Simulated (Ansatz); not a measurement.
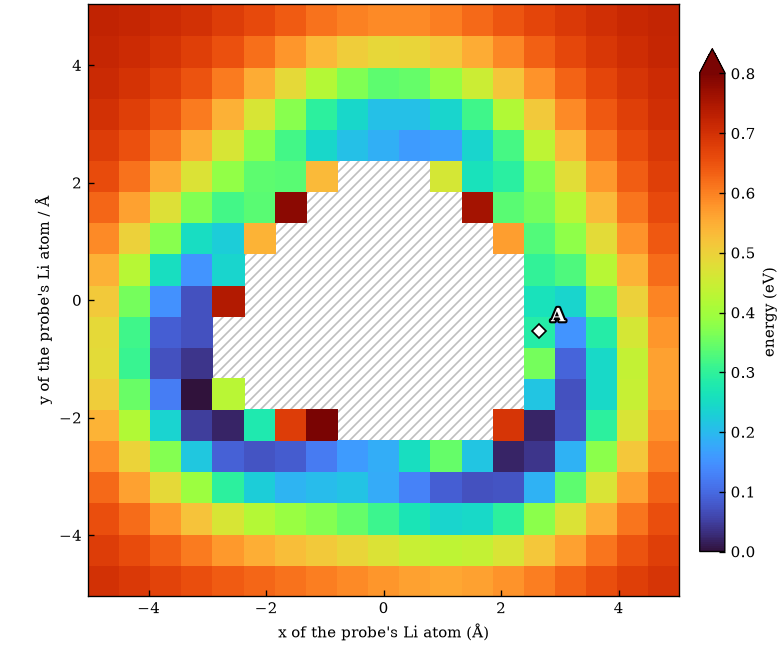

H₄Pb with the probe Li+. 
- The probe is moved over the molecule's main plane.
- First axis: x of the probe's Li atom. Second axis: y of the probe's Li atom.
- Nothing is relaxed (molecule and probe rigid).
- The scan uses a 19 × 19 grid. At 67 points there is no value (left out of the scan, as a rule where atoms come close).
- Points are written as (first, second).
- Energies: eV, counted from the lowest grid point.
- The calculation used Ansatz 0.2.0, RKS PBE-D4/def2-TZVP.

Drawn: one coloured cell a grid point, one colour for all values above the top of the scale, hatched blanks where no value was computed, the point A.

Which way does the force act at A, and how strong is it?

Answer. A, at (2.65 Å, −0.53 Å), is not a stationary point. The computed force is 1.2 eV/Å in the plane, pointing right in the picture (components 1.2 and 0.2 eV/Å).
